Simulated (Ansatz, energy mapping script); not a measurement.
# KCrBr3 in the perovskite structure: J from the energies of magnetic orders

How strongly do the moments of KCrBr3 in the perovskite structure couple under PBEsol+U (3.32 eV)? The plan is to run several orders and fit a Heisenberg model.

Method: PBEsol with U = 3.32 eV on Cr d, ortho-atomic projectors; plane waves, U on orthogonalised atomic orbitals unless named otherwise, collinear spin, no spin–orbit coupling, in Ansatz 0.2.0.

## 1. Set-up

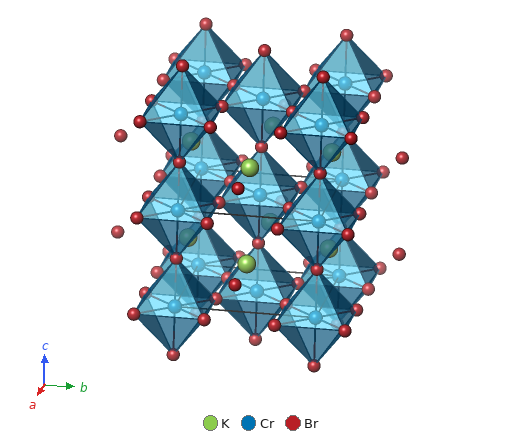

The cell as given, slightly off an axis (potassium green, chromium blue, bromine red). 1×1×2 cells are drawn. Some periodic images of atoms are drawn too.

Coordinates:

```cif
data_structure
_symmetry_space_group_name_H-M 'Pm-3m'
_symmetry_Int_Tables_number 221
_cell_length_a 5.2271
_cell_length_b 5.2271
_cell_length_c 5.2271
_cell_angle_alpha 90.000
_cell_angle_beta 90.000
_cell_angle_gamma 90.000
_cell_volume 142.82
loop_
_atom_site_label
_atom_site_type_symbol
_atom_site_symmetry_multiplicity
_atom_site_Wyckoff_symbol
_atom_site_fract_x
_atom_site_fract_y
_atom_site_fract_z
_atom_site_occupancy
K1 K 1 b 0.50000 0.50000 0.50000 1
Cr1 Cr 1 a 0.00000 0.00000 0.00000 1
Br1 Br 3 d 0.00000 0.00000 0.50000 1
```

This cell was built for the study (perovskite prototype, lattice guessed from radii), not taken from an experiment; the compound need not form in this structure.

The cell was relaxed beforehand in Ansatz under PBEsol with U = 3.15 eV on Cr d, ortho-atomic projectors, from parallel moments.

A Hubbard U penalises fractional filling of the shell. It raises the cost of virtual hops to the neighbours, so couplings that rest on such hops usually weaken.

## 2. One set of occupation matrices for all orders

A corrected shell can settle in several orbital fillings. One parallel run, with an occupation width a fifth wider than the orders use, therefore is to supply the occupation matrices. All orders start from them.

Input file input.yaml:

```yaml
crystal:
  lattice:
    - [5.227088222, 5.227088222, 0.0]
    - [-5.227088222, 5.227088222, 0.0]
    - [0.0, 0.0, 5.227088222]
  atoms:
    - { symbol: K, position: [0.0, 0.5, 0.5] }
    - { symbol: K, position: [0.5, 0.0, 0.5] }
    - { symbol: Cr, position: [0.0, 0.0, 0.0], spin: 3.0 }
    - { symbol: Cr, position: [0.5, 0.5, 0.0], spin: 3.0 }
    - { symbol: Br, position: [0.0, 0.0, 0.5] }
    - { symbol: Br, position: [0.5, 0.5, 0.5] }
    - { symbol: Br, position: [0.25, 0.25, 0.0] }
    - { symbol: Br, position: [0.75, 0.75, 0.0] }
    - { symbol: Br, position: [0.25, 0.75, 0.0] }
    - { symbol: Br, position: [0.75, 0.25, 0.0] }
magnetization:
  spin_polarized: true
kpoints:
  mp_grid: { grid: [5, 5, 7] }
hamiltonian:
  xc: pbesol
  hubbard:
    sites: [{ species: Cr, l: d, u_eff: 3.32 }]
    projectors: ortho-atomic
scf:
  occupations: { method: fermi_dirac, width: 0.06 }
output:
  eigenvalues: true
```

Started as:

```sh
$ ansatz run input.yaml --threads 4 --pin off --max-ram 8192MiB --backend cpu --events-out ev --progress --plain --runs-dir out
```

Numbers of over 12 decimals in the logs are rounded to 6 here.

The program printed:

```text
Engine: ansatz 0.2.0, aarch64-unknown-linux-gnu
Pseudopotentials: kind: paw
Pseudopotential: K, paw, valence charge 9, recommended cutoff 420 eV (normal), K.paw.azcp
Pseudopotential: Cr, paw, valence charge 14, recommended cutoff 420 eV (normal), Cr.paw.azcp
Pseudopotential: Br, paw, valence charge 7, recommended cutoff 420 eV (normal), Br.paw.azcp
Functional definition: PBEsol
  exchange = pbesol_x
  correlation = pbesol_c
Crystal: 10 atoms, lattice volume = 285.634 Å³
Basis set: ecut = 420 eV, 5553 PW (Γ)
Bands: 57, of which v1, the nominal top of the filled ones, is band 44 counted from 1 (43 counted from 0)
Symmetry: 32 space group operations
Space group: Pm-3m (ITA 221), of the structure as read, at distance tolerance 6.6e-5 Å
Magnetic group: BNS 221.92 (UNI 1594), of the structure as read, at distance tolerance 6.6e-5 Å
k-points: 24 of 175
Non-local potential: K, projectors of the file, l = 0: 3, l = 1: 2, l = 2: 2
Non-local potential: Cr, projectors of the file, l = 0: 3, l = 1: 2, l = 2: 3, l = 3: 1
Non-local potential: Br, projectors of the file, l = 0: 2, l = 1: 2, l = 2: 2
PAW form: soft (Blöchl's): semilocal exchange-correlation on the pseudo side does not see the compensation charge
PAW frozen core: K, regenerated for the run's functional, and the local potential with it (the file was generated under x = pbe(κ = 0.804, μ = 0.219515), c = pbe(β = 0.066725))
PAW frozen core: Cr, regenerated for the run's functional, and the local potential with it (the file was generated under x = pbe(κ = 0.804, μ = 0.219515), c = pbe(β = 0.066725))
PAW frozen core: Br, regenerated for the run's functional, and the local potential with it (the file was generated under x = pbe(κ = 0.804, μ = 0.219515), c = pbe(β = 0.066725))
PAW one-centre angular grid: K, 110 points (default); XC on 64 Gauss nodes
PAW one-centre angular grid: Cr, 590 points (default); XC on 64 Gauss nodes
PAW one-centre angular grid: Br, 110 points (default); XC on 64 Gauss nodes
Initial density: superposition of atomic densities (chi_scale 0.1, normalization cell, long waves kept (reshape's long-wave potential 0.00 eV rms))
Starting moments: Σ|m| = 6 μB on 2 of 10 sites
Initial wavefunctions: pseudopotential atomic-orbital guess
Functional: x = pbesol(κ = 0.804, μ = 0.123457), c = pbesol(β = 0.046)
SCF iter   1: F=—  HF=-26157.384884 eV  |F-HF|=—  |Δ(HF+E_count)|=         —  Δρ=4.39e-2 (↑4.39e-2 ↓1.96e-2)  dr2=7.41e0  dr2_m=1.73e0  M=8.001 μB ∫|m|=8.763 μB  β_m=1.00  ethr=3.10e-3  ⟨swp⟩=12.1  Hψ=13864  notcnv=0  defer=17
preconditioner: auto → Kerker (q_TF=auto, 2.242 Å⁻¹)  [metal: Δε(μ)=0.011 eV  Ē_g=10.580 eV  σ=0.060 eV  W_gap=0.05  n_scr=46 (ndim 8)  ℏωp=18.1 eV  f_vac=0.000  D(μ)=2.15/eV (n_scr^D=4)]
[...]
SCF iter  15: F=—  HF=-26156.851577 eV  |F-HF|=—  |Δ(HF+E_count)|=   2.69e-7  Δρ=7.98e-6 (↑7.98e-6 ↓3.97e-6)  dr2=4.67e-7  dr2_m=3.79e-8  M=8.000 μB ∫|m|=8.881 μB  β_m=0.89  ethr=3.68e-9  ⟨swp⟩=2.1  Hψ=3377  notcnv=0  defer=196
SCF iter  16: F=-26156.851577 eV  HF=-26156.851577 eV  |F-HF|=3.13e-8  |Δ(HF+E_count)|=   2.25e-7  Δρ=2.61e-6 (↑2.61e-6 ↓1.33e-6)  dr2=5.81e-8  dr2_m=3.23e-9  M=8.000 μB ∫|m|=8.881 μB  ethr=1.14e-10  ⟨swp⟩=14.8  Hψ=12354  notcnv=0
SCF 1 converged in 16 iterations: F = -26156.851577 eV  dr2 = 5.81e-8
[...]
Symmetry: 16 space group operations
k-points: 36 of 175
[...]
Starting moments: Σ|m| = 6 μB on 2 of 10 sites; this step starts from the density that it was given
[...]
spin=Collinear: Kerker preconditioning applied to the charge; magnetization (m = ρ↑ − ρ↓) channel mixes plain (no charge-response kernel on spin).
[...]
an SCF along what the orbitals of the run's state read of its open shells (or to have them read: on a GPU, or by another smearing), with 16 of the crystal's symmetry operations given up (36 k-points in place of 24), reached no lower state that the run goes on to. This is no proof of a minimum
SCF converged after 16 iterations
Magnetization: 8.0000 μB (48.0000 up, 40.0000 down)
Absolute magnetization: 8.8663 μB (∫|ρ↑−ρ↓|, with the PAW one-centre terms)
Spin contamination: 0.2480 ħ² per cell (⟨S²⟩ above its minimum at these occupations)
Per-site moments (μB) at R_I (Å): [(0.0029825, 1.524645), (0.0029825, 1.524645), (3.703451, 1.078087), (3.703451, 1.078087), (-0.055340, 1.078087), (-0.055340, 1.078087), (-0.055389, 1.078087), (-0.055389, 1.078087), (-0.055389, 1.078087), (-0.055389, 1.078087)]
Free energy (F): -26156.851577 eV
Harris-Foulkes:  -26156.851577 eV  (|F-HF|=3.13e-8)
Internal energy: -26156.829908 eV  (E = F + TS)
E sigma→0 (E₀):  -26156.840742 eV
Entropy (-TS):   -0.021669 eV (-2.167 meV/atom)
Fermi energy:    4.645666 eV
--- Per-component energies (eV) ---
  E_band       = -948.293340
  E_kinetic    = 1992.746730
  E_local      = -7323.507544  (includes V_loc(G=0)·N_el)
  E_nonlocal   = 626.349420
  E_hartree    = 2844.632955
  E_xc         = -2109.723130
  E_vxc        = -1300.511131  (∫ρ·V_xc dr)
  E_hubbard    = 2.470352  (on-site DFT+U / exact-exchange correction)
  E_vhub       = -10.847710  (the Hubbard potential's part of the band-sum identity)
  E_paw        = -17086.319403  (= ΣΔE_a)
  E_vpaw       = -621.793751  (= ΣTr[D̂ρ^β])
  E_aug_tail   = 0.000645  (compensation charges beyond the density's cutoff)
  E_ewald      = -5104.569324
  E_core_change = 1.089391  (= ΣΔE_core)
  E_smearing   = -0.021669  (= −TS)
  E_closure    = 0.000000  (closes the sum)
  Σ components = -26156.851577   (vs F -26156.851577, Δ=0.00e0)
--- Band table (eV; the first three rows and the last of 48) ---
  k-point 0 ↑: bands = [... 40 lower, 2.9894, 2.9902, 3.2034, 3.3762, 3.3762, 3.4520, 3.4824, 3.4982, ... 9 higher]
  k-point 1 ↑: bands = [... 40 lower, 3.0501, 3.0501, 3.2161, 3.3705, 3.3705, 3.4564, 3.4977, 3.8820, ... 9 higher]
  k-point 2 ↑: bands = [... 40 lower, 3.2359, 3.2359, 3.2474, 3.3642, 3.3642, 3.4663, 3.4966, 4.2074, ... 9 higher]
  k-point 23 ↓: bands = [... 40 lower, 8.3426, 8.4620, 8.9430, 8.9894, 8.9908, 9.0278, 9.1708, 9.2357, ... 9 higher]
Occupation matrices written to <dir>
```

Run time: 98 s. Hardware: 4 threads of Arm Neoverse V1, shared host; peak memory 2.8 GiB; 6.4 min of CPU time.

In the SCF lines HF is the Harris–Foulkes energy and dr2 the Hartree energy of the density residual, in eV; the loop may stop once dr2 is under the threshold and the program's other checks hold. Hψ counts applications of the Hamiltonian.

Read from the output:

```yaml
final_state: ferromagnetic
electrons_in_the_corrected_shells: 4.756, 4.756 e
largest_moment: 3.703 μB
```

## 3. Parallel start in cell A (10 atoms)

Each cell gets its own parallel run on the same mesh, so that most of the mesh error cancels in the differences.

This run holds the same structure in another cell (a 7.392 → 5.227 Å, c 5.227 → 7.392 Å).

Input file input.yaml:

```yaml
crystal:
  lattice:
    - [0.0, 0.0, 5.227088222]
    - [5.227088222, 5.227088222, 0.0]
    - [-5.227088222, 5.227088222, 0.0]
  atoms:
    - { symbol: K, position: [0.5, 0.0, 0.5] }
    - { symbol: K, position: [0.5, 0.5, 0.0] }
    - { symbol: Cr, position: [0.0, 0.0, 0.0], spin: 3.0 }
    - { symbol: Cr, position: [0.0, 0.5, 0.5], spin: 3.0 }
    - { symbol: Br, position: [0.5, 0.0, 0.0] }
    - { symbol: Br, position: [0.5, 0.5, 0.5] }
    - { symbol: Br, position: [0.0, 0.25, 0.25] }
    - { symbol: Br, position: [0.0, 0.75, 0.75] }
    - { symbol: Br, position: [0.0, 0.25, 0.75] }
    - { symbol: Br, position: [0.0, 0.75, 0.25] }
magnetization:
  spin_polarized: true
kpoints:
  mp_grid: { grid: [7, 5, 5] }
hamiltonian:
  xc: pbesol
  hubbard:
    sites:
      - { species: Cr, l: d, u_eff: 3.32 }
      - { site: 2, l: d, u_eff: 3.32, starting_ns: [{ spin: up, occupation_matrix: cr3_major }, { spin: down, occupation_matrix: cr3_minor }] }
      - { site: 3, l: d, u_eff: 3.32, starting_ns: [{ spin: up, occupation_matrix: cr4_major }, { spin: down, occupation_matrix: cr4_minor }] }
    projectors: ortho-atomic
    occupation_matrices:
      cr3_major:
        matrix:
          - [0.716, 0.0, 0.0, 0.0, 0.0]
          - [0.0, 0.994, 0.0, 0.0, 0.0]
          - [0.0, 0.0, 0.994, 0.0, 0.0]
          - [0.0, 0.0, 0.0, 0.71, 0.0]
          - [0.0, 0.0, 0.0, 0.0, 0.994]
      cr3_minor:
        matrix:
          - [0.115, 0.0, 0.0, 0.0, 0.0]
          - [0.0, 0.039, 0.0, 0.0, 0.0]
          - [0.0, 0.0, 0.039, 0.0, 0.0]
          - [0.0, 0.0, 0.0, 0.116, 0.0]
          - [0.0, 0.0, 0.0, 0.0, 0.039]
      cr4_major:
        matrix:
          - [0.716, 0.0, 0.0, 0.0, 0.0]
          - [0.0, 0.994, 0.0, 0.0, 0.0]
          - [0.0, 0.0, 0.994, 0.0, 0.0]
          - [0.0, 0.0, 0.0, 0.71, 0.0]
          - [0.0, 0.0, 0.0, 0.0, 0.994]
      cr4_minor:
        matrix:
          - [0.115, 0.0, 0.0, 0.0, 0.0]
          - [0.0, 0.039, 0.0, 0.0, 0.0]
          - [0.0, 0.0, 0.039, 0.0, 0.0]
          - [0.0, 0.0, 0.0, 0.116, 0.0]
          - [0.0, 0.0, 0.0, 0.0, 0.039]
scf:
  occupations: { method: fermi_dirac, width: 0.05 }
output:
  eigenvalues: true
  write_density: true
  write_potential: true
  elf: true
  volumetric_format: npy
```

The program printed:

```text
[...]
Crystal: 10 atoms, lattice volume = 285.634 Å³
Basis set: ecut = 420 eV, 5553 PW (Γ)
Bands: 57, of which v1, the nominal top of the filled ones, is band 44 counted from 1 (43 counted from 0)
Symmetry: 32 space group operations
[...]
k-points: 24 of 175
[...]
Starting moments: Σ|m| = 6 μB on 2 of 10 sites
[...]
SCF iter   1: F=—  HF=-26157.896727 eV  |F-HF|=—  |Δ(HF+E_count)|=         —  Δρ=4.20e-2 (↑4.20e-2 ↓2.03e-2)  dr2=6.41e0  dr2_m=1.72e0  M=8.000 μB ∫|m|=8.759 μB  β_m=1.00  ethr=3.10e-3  ⟨swp⟩=12.6  Hψ=14166  notcnv=0  defer=15
[...]
SCF iter   7: F=—  HF=-26156.830216 eV  |F-HF|=—  |Δ(HF+E_count)|=   2.52e-2  Δρ=4.42e-4 (↑4.42e-4 ↓3.16e-4)  dr2=1.94e-3  dr2_m=3.56e-5  M=8.000 μB ∫|m|=8.873 μB  β_m=0.30  ethr=1.33e-5  ⟨swp⟩=2.0  Hψ=4688  notcnv=0  defer=201
[...]
spin-set hold released at iteration 7 (site moments contracting): the magnetisation degrees of freedom join the quasi-Newton model from the next iteration; the mixer history was flushed
SCF iter   8: F=—  HF=-26156.839070 eV  |F-HF|=—  |Δ(HF+E_count)|=   8.85e-3  Δρ=2.58e-4 (↑2.58e-4 ↓2.50e-4)  dr2=1.24e-3  dr2_m=4.27e-6  M=8.000 μB ∫|m|=8.877 μB  β_m=0.65  ethr=2.21e-6  ⟨swp⟩=1.6  Hψ=2998  notcnv=0  defer=201
[...]
SCF iter  14: F=-26156.848155 eV  HF=-26156.848155 eV  |F-HF|=5.91e-9  |Δ(HF+E_count)|=   7.51e-8  Δρ=1.49e-6 (↑1.49e-6 ↓1.21e-6)  dr2=2.73e-8  dr2_m=2.06e-10  M=8.000 μB ∫|m|=8.881 μB  ethr=1.14e-10  ⟨swp⟩=15.8  Hψ=10702  notcnv=0
SCF 1 converged in 14 iterations: F = -26156.848155 eV  dr2 = 2.73e-8
[...]
SCF converged after 14 iterations
Magnetization: 8.0000 μB (48.0000 up, 40.0000 down)
Absolute magnetization: 8.8663 μB (∫|ρ↑−ρ↓|, with the PAW one-centre terms)
[...]
Per-site moments (μB) at R_I (Å): [(0.00298349, 1.524645), (0.00298349, 1.524645), (3.703447, 1.078087), (3.703447, 1.078087), (-0.055450, 1.078087), (-0.055450, 1.078087), (-0.055301, 1.078087), (-0.055301, 1.078087), (-0.055301, 1.078087), (-0.055301, 1.078087)]
Free energy (F): -26156.848155 eV
[...]
Internal energy: -26156.832009 eV  (E = F + TS)
E sigma→0 (E₀):  -26156.840082 eV
Entropy (-TS):   -0.016146 eV (-1.615 meV/atom)
Fermi energy:    4.645590 eV
[...]
--- Specified on-site occupations, and those of the state reported ---
  electrons in the specified blocks: 9.5120 specified, 9.5113 found
  site 2 (l=d) ↑: largest change of an orbital's occupation 0.0013; electrons 4.4080 specified, 4.4077 found; spectral distance 0.0017
[...]
site 2 (l=d) ↓: largest change of an orbital's occupation 0.0005; electrons 0.3480 specified, 0.3479 found; spectral distance 0.0006
[...]
--- Band table (eV; the first three rows and the last of 48) ---
  k-point 0 ↑: bands = [... 40 lower, 2.9894, 2.9900, 3.2043, 3.3760, 3.3760, 3.4523, 3.4853, 3.4948, ... 9 higher]
  k-point 1 ↑: bands = [... 40 lower, 2.7728, 3.0362, 3.1702, 3.3203, 3.3306, 3.3452, 3.6045, 3.7811, ... 9 higher]
  k-point 2 ↑: bands = [... 40 lower, 2.9866, 3.0273, 3.0655, 3.1441, 3.1970, 3.2603, 3.7050, 3.7559, ... 9 higher]
  k-point 23 ↓: bands = [... 40 lower, 8.3436, 8.4630, 8.9438, 8.9889, 8.9903, 9.0286, 9.1702, 9.2351, ... 9 higher]
Occupation matrices written to <dir>
```

Elapsed: 22 s, on 4 threads; peak memory 1.2 GiB; 84 s of CPU time.

Spin moment in the sphere by atom:

```csv
atom,spin moment in the sphere (μB)
K1,0.00
K2,0.00
Cr3,3.70
Cr4,3.70
Br5,-0.06
Br6,-0.06
Br7,-0.06
Br8,-0.06
Br9,-0.06
Br10,-0.06
```

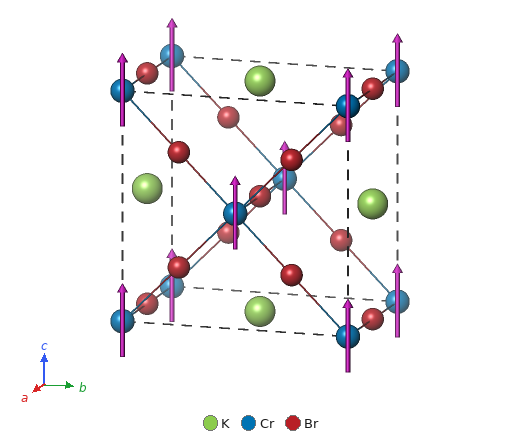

Spin moment in the sphere as arrows, the longest 3.70 μB. Up and down stand for the sign. Arrows give size and sign along the axis of quantisation, drawn up and down the page. Some periodic images of atoms are drawn too.

The run ends ferromagnetic.

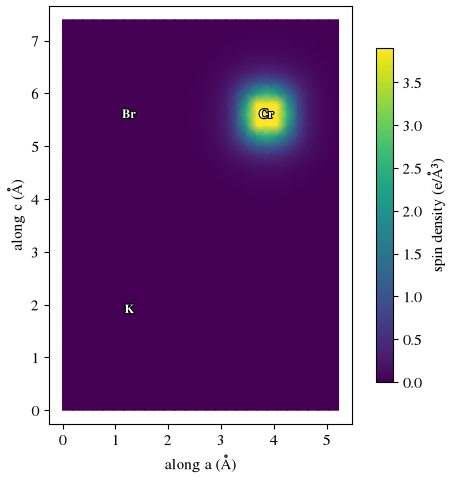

Spin density in the ac plane at fractional y = 0.000, with atoms of K and Cr and Br within 0.2 Å of it. The map starts off the cell's origin, so that atoms lie inside it.

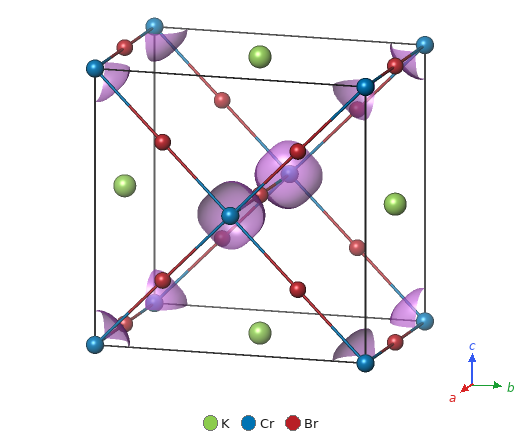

Surface of spin density = 0.27 e/Å³, which holds about 70 % of the integral of its size.

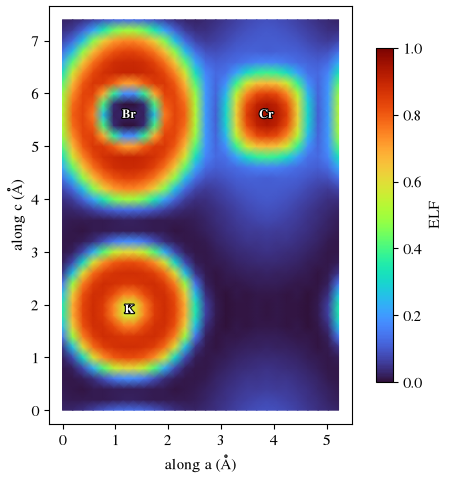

ELF in the ac plane at fractional y = 0.000, with atoms of K and Cr and Br within 0.2 Å of it. It is the smooth field of the valence electrons, not physical close to the nuclei. The map starts off the cell's origin, so that atoms lie inside it.

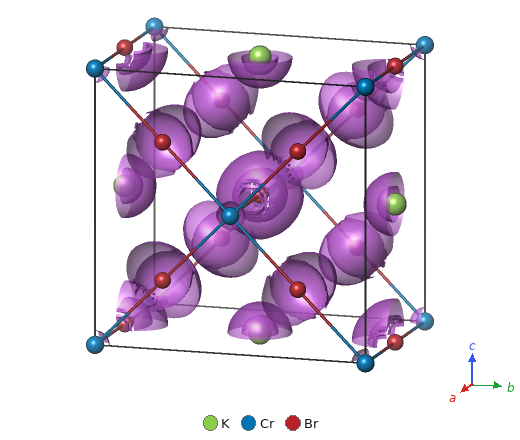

Surface of ELF = 0.85.

(Part 1 of 2 ends here.)

[Logs and program files are shortened in this print: banners, set-up blocks, solver, clock and traceback lines can be left out without a mark of their own.]

[Logs are printed without paths, hosts, clocks, repeated set-up lines and the standing remarks that a program may print on its own settings, such as how far it seeks lower states.]

[Hosts, paths, dates, database ids (printed as entryN), source tags and the programs' standing remarks are cut or masked in the printed files.]

[Where a cell is said to come from a database of computed structures, the database is the Materials Project.]
